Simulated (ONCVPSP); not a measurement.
## Pseudopotential generation for Os

System: osmium (Os, Z = 76), core [Xe] 4f14, reference valence 5d6 6s1 (an ion of charge +1), valence charge 8.
Method: ONCV potential, PBE, scalar-relativistic, made with ONCVPSP 4.0.1.

### Input
```
# ATOM AND REFERENCE CONFIGURATION
# atsym  z   nc   nv     iexc    psfile
  Os 76.00   12    2        4      upf
#
#   n    l    f
    1    0    2.00
    2    0    2.00
    2    1    6.00
    3    0    2.00
    3    1    6.00
    3    2   10.00
    4    0    2.00
    4    1    6.00
    4    2   10.00
    4    3   14.00
    5    0    2.00
    5    1    6.00
    5    2    6.00
    6    0    1.00
#
# PSEUDOPOTENTIAL AND OPTIMIZATION
# lmax
    2
#
#   l,   rc,      ep,       ncon, nbas, qcut
    0    2.35    0.00    4    7    2.90
    1    2.35    0.21    4    7    3.50
    2    2.10    0.00    4    9    6.70
#
# LOCAL POTENTIAL
# lloc, lpopt,  rc(5),   dvloc0
    4    5    1.75    0.00
#
# VANDERBILT-KLEINMAN-BYLANDER PROJECTORs
# l, nproj, debl
    0    1    1.00
    1    3    0.30
    2    3    2.20
#
# MODEL CORE CHARGE
# icmod, fcfact, rcfact
    3    5.25    1.55
#
# LOG DERIVATIVE ANALYSIS
# epsh1, epsh2, depsh
   -2.00    5.00    0.02
#
# OUTPUT GRID
# rlmax, drl
    6.00    0.01
#
# TEST CONFIGURATIONS
# ncnf
    4
# nvcnf
#   n    l    f
    2
    5    2    6.00
    6    0    2.00
#
    2
    5    2    6.00
    6    0    0.00
#
    2
    5    2    5.00
    6    0    0.00
#
    2
    5    2    5.00
    6    0    2.00
#
```

Command:
```bash
oncvpsp.x < Os.dat > Os.out
```

### Output (extracts)
```
ONCVPSP  (Optimized Norm-Conservinng Vanderbilt PSeudopotential)
scalar-relativistic version 4.0.1

#   n    l    f        energy (Ha)
    1    0    2.00    -2.7153704E+03
    2    0    2.00    -4.7314411E+02
    2    1    6.00    -4.1197473E+02
    3    0    2.00    -1.1033437E+02
    3    1    6.00    -9.2376954E+01
    3    2   10.00    -7.2333565E+01
    4    0    2.00    -2.3517816E+01
    4    1    6.00    -1.7629200E+01
    4    2   10.00    -1.0322613E+01
    4    3   14.00    -2.2053347E+00
    5    0    2.00    -3.6602781E+00
    5    1    6.00    -2.1652057E+00
    5    2    6.00    -5.1959560E-01
    6    0    1.00    -4.8294298E-01

Reference configufation results
  iterations    28
  all-electron total energy (Ha)   -1.72535014D+04

Begin loop to  construct optimized pseudo wave functions
and semi-local pseudopoentials for all angular momenta

Calculating optimized projector #   1

 for l=   0

    Fraction of norm inside rc  0.353559
    Optimizing pswf for qcut=   2.89 a_B^-1,  ecut=   4.19 Ha
    Residual kinetic energy error=  8.19D-04 Ha
 ERROR pspot:  first pseudo wave function has node,          program will stop
 ERROR pspot: try changing psp parameters for this l
```

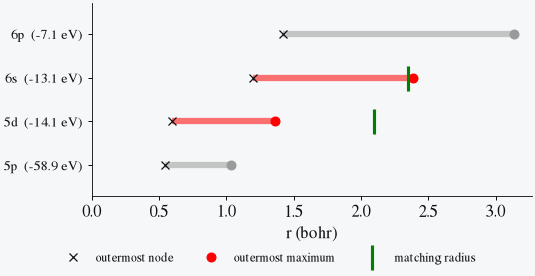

Outer shells of the all-electron reference atom: each bar runs from the outermost node (or the nucleus) to the outermost maximum of u(r); the tick is the radius chosen for the pseudo-wave. Shells without a tick have no pseudo-wave of their own. Levels, nodes and maxima are from ld1.x, scalar-relativistic.

- Radii against the shells: 5d: 2.10 bohr, outside the maximum; 6s: 2.35 bohr, between node and maximum.

### What the run reported

| quantity | value |
| --- | --- |
| outcome | ended with an error |
| hardware | 1 CPU thread, shared host |

### Diagnosis

The generator stopped with the message “ERROR pspot: first pseudo wave function has node, program will stop”. In words: the optimised pseudo-wave of the first projector has a node, so the radial equation cannot be inverted for a potential. It was at work on the s channel when it stopped.
